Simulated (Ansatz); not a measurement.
**CH6BSi+ (SMILES CB[SiH2+]): one structure at several levels**

How do the functionals fare away from a minimum? The structure is a structure displaced at random from a GFN2-xTB minimum.

Computed with Ansatz 0.2.0, Gaussian basis. Level: single points in def2-TZVPP.

Correlated methods freeze the cores.

## 1. Starting geometry

SMILES `CB[SiH2+]`, 9 atoms, charge 1, spin multiplicity 1.

Atoms are counted from 1 here; the program's logs count them from 0.

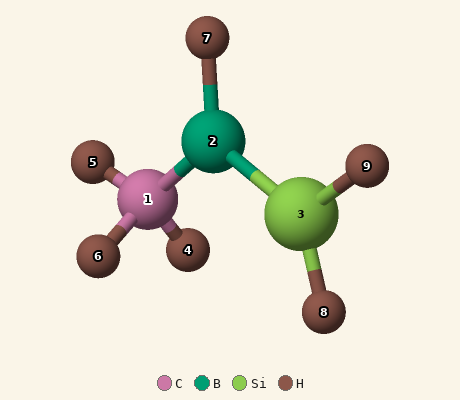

As it starts; carbon pink, boron teal, silicon green, hydrogen brown; atoms are numbered from 1 in the order of the file.

As a file:

| atom | x (Å) | y (Å) | z (Å) |
| --- | --- | --- | --- |
| C1 | -0.7319 | 0.8187 | -1.0716 |
| B2 | 0.6137 | 0.4006 | -0.2494 |
| Si3 | 0.6078 | -1.1374 | 1.0886 |
| H4 | -1.1778 | 0.0049 | -1.4498 |
| H5 | -0.7322 | 1.7242 | -1.4856 |
| H6 | -1.5661 | 1.0418 | -0.2041 |
| H7 | 1.8040 | 1.1439 | -0.4609 |
| H8 | -0.3849 | -2.0444 | 1.3928 |
| H9 | 1.8395 | -1.6204 | 1.9412 |

## 2. CCSD(T)/def2-TZVPP

run/in.yaml

```yaml
crystal:
  periodic: [false, false, false]
  atoms:
    - {symbol: C, position_ang: [-0.731900, 0.818700, -1.071600]}
    - {symbol: B, position_ang: [0.613700, 0.400600, -0.249400]}
    - {symbol: Si, position_ang: [0.607800, -1.137400, 1.088600]}
    - {symbol: H, position_ang: [-1.177800, 0.004900, -1.449800]}
    - {symbol: H, position_ang: [-0.732200, 1.724200, -1.485600]}
    - {symbol: H, position_ang: [-1.566100, 1.041800, -0.204100]}
    - {symbol: H, position_ang: [1.804000, 1.143900, -0.460900]}
    - {symbol: H, position_ang: [-0.384900, -2.044400, 1.392800]}
    - {symbol: H, position_ang: [1.839500, -1.620400, 1.941200]}
basis:
  gaussian: {orbitals: def2-TZVPP}
total_charge: 1
correlation: {method: ccsd_t}
output: {forces: true}
```

The command line of these runs was not kept.

## 3. PBE0-D4/def2-TZVPP

run/in.yaml, as its differences from that of step 2:

```diff
@@ -15,3 +15,3 @@
 total_charge: 1
-correlation: {method: ccsd_t}
-output: {forces: true}
+hamiltonian: {xc: pbe0, dispersion: d4}
+output: {forces: true, orbitals: {seedname: orbitals}}
```

## 4. wB97M-V/def2-TZVPP

run/in.yaml, as its differences from that of step 3:

```diff
@@ -15,3 +15,3 @@
 total_charge: 1
-hamiltonian: {xc: pbe0, dispersion: d4}
-output: {forces: true, orbitals: {seedname: orbitals}}
+hamiltonian: {xc: {name: wB97M-V}}
+output: {forces: true}
```

## 5. r2SCAN-D4/def2-TZVPP

run/in.yaml, as its differences from that of step 4:

```diff
@@ -15,3 +15,3 @@
 total_charge: 1
-hamiltonian: {xc: {name: wB97M-V}}
+hamiltonian: {xc: r2scan, dispersion: d4}
 output: {forces: true}
```

## 6. PBE-D4/def2-TZVPP

run/in.yaml, as its differences from that of step 5:

```diff
@@ -15,3 +15,3 @@
 total_charge: 1
-hamiltonian: {xc: r2scan, dispersion: d4}
+hamiltonian: {xc: pbe, dispersion: d4}
 output: {forces: true}
```

## 7. r2SCANh-D4/def2-TZVPP

run/in.yaml, as its differences from that of step 6:

```diff
@@ -15,3 +15,3 @@
 total_charge: 1
-hamiltonian: {xc: pbe, dispersion: d4}
+hamiltonian: {xc: {name: r2SCANh}, dispersion: d4}
 output: {forces: true}
```

## 8. LC-wPBE/def2-TZVPP

run/in.yaml, as its differences from that of step 7:

```diff
@@ -15,3 +15,3 @@
 total_charge: 1
-hamiltonian: {xc: {name: r2SCANh}, dispersion: d4}
+hamiltonian: {xc: {name: LC-wPBE}}
 output: {forces: true}
```

(Steps that only read results are left out.)

Before running it: what results should come out? Wanted: energy less free atoms, CCSD(T)/def2-TZVPP; RMS force component; RMS force error; HOMO and LUMO, PBE0-D4; T1 diagnostic.

As calculated:

| quantity | value |
| --- | --- |
| energy less free atoms, CCSD(T)/def2-TZVPP | -1991.3 kJ/mol |
| RMS force component | 2.242 to 2.350 eV/Å over the methods |
| RMS force error | PBE0-D4 0.115, wB97M-V 0.069, r2SCAN-D4 0.114, PBE-D4 0.233, r2SCANh-D4 0.093, LC-wPBE 0.121 eV/Å |
| HOMO and LUMO, PBE0-D4 | -13.97 and -10.00 eV |
| T1 diagnostic | 0.013 |

**Reading.** Against CCSD(T) the functionals' energies less atoms differ by -92.4 to -39.7 kJ/mol, PBE-D4 by -92.4 kJ/mol. The reference is not at the basis limit: in triple zeta CCSD(T) underbinds, which counts against methods that bind more; the gaps are no ranking. The forces of wB97M-V come nearest to CCSD(T), those of PBE-D4 are farthest. Frozen-core CCSD(T) forces in triple zeta carry basis errors of their own, and this is one geometry, so small gaps rank nothing.
